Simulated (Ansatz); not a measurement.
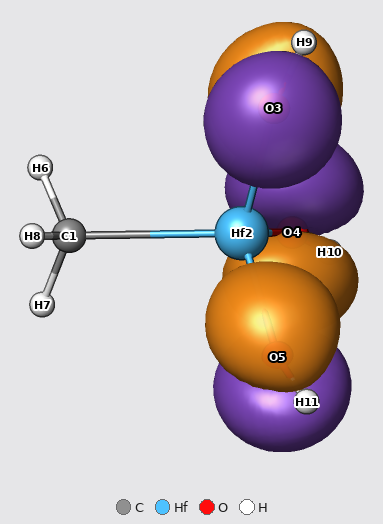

Figure. CH6HfO3 (SMILES [CH3][Hf]([OH])([OH])[OH]). The HOMO−1 at ±0.1 Å⁻³ᐟ² (orange and purple are the two phases), seen at a tilt.

Geometry: PBE0-D4/def2-TZVP; core potentials replace the inner electrons of Hf.

These are results of Ansatz 0.2.0, RKS PBE0-D4/def2-TZVPP, not measurements.

```
atom    x (Å)    y (Å)    z (Å)
   C  -1.5674   0.5759   0.3390
  Hf   0.4862  -0.1787  -0.1052
   O   1.1739  -0.8161   1.5791
   O   1.4530   1.3402  -0.7940
   O   0.2469  -1.5803  -1.4069
   H  -1.5455   1.3861   1.0762
   H  -2.0547   0.9649  -0.5619
   H  -2.2071  -0.2172   0.7418
   H   1.7456  -0.9245   2.3314
   H   1.9762   1.8827  -1.3739
   H   0.2928  -2.4330  -1.8256
```

Q: Where does this orbital lie, and at what energy?

A: Its weight (Hirshfeld) is mainly on O4 (about 30 %), O3 (about 30 %) and O5 (about 30 %); largely a combination of lone pairs on O4, O3 and O5. Its energy is −8.82 eV.
